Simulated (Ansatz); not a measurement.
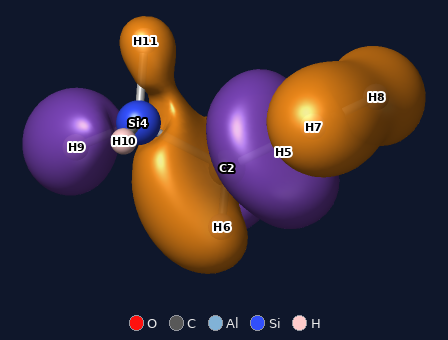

*CH₇AlOSi (SMILES O[CH]([AlH2])[SiH3]). One frontier orbital at ±0.06 Å⁻³ᐟ² (orange and purple are the two phases), seen from one side.*

Geometry: PBE0-D4/def2-TZVP.

These are results of RKS PBE0-D4/def2-TZVPP in Ansatz 0.2.0, not measurements.

```yaml
atoms:
  - { symbol: O, position_ang: [-0.9046, 0.9670, 1.2143] }
  - { symbol: C, position_ang: [-0.0492, 0.6288, 0.1105] }
  - { symbol: Al, position_ang: [1.6323, -0.2537, 0.6159] }
  - { symbol: Si, position_ang: [-1.0482, -0.4582, -1.0600] }
  - { symbol: H, position_ang: [-0.3918, 0.9778, 2.0265] }
  - { symbol: H, position_ang: [0.2056, 1.5366, -0.4660] }
  - { symbol: H, position_ang: [2.6759, -0.7725, -0.4573] }
  - { symbol: H, position_ang: [1.8680, -0.3891, 2.1846] }
  - { symbol: H, position_ang: [-2.3811, 0.1334, -1.3471] }
  - { symbol: H, position_ang: [-0.2900, -0.6159, -2.3327] }
  - { symbol: H, position_ang: [-1.2516, -1.8113, -0.4678] }
```

Which orbital is it: HOMO or LUMO?

The HOMO, at −7.57 eV. It lies mainly on C2 (about 35 %), O1 (about 20 %), Al3 (about 20 %) and Si4 (about 10 %).
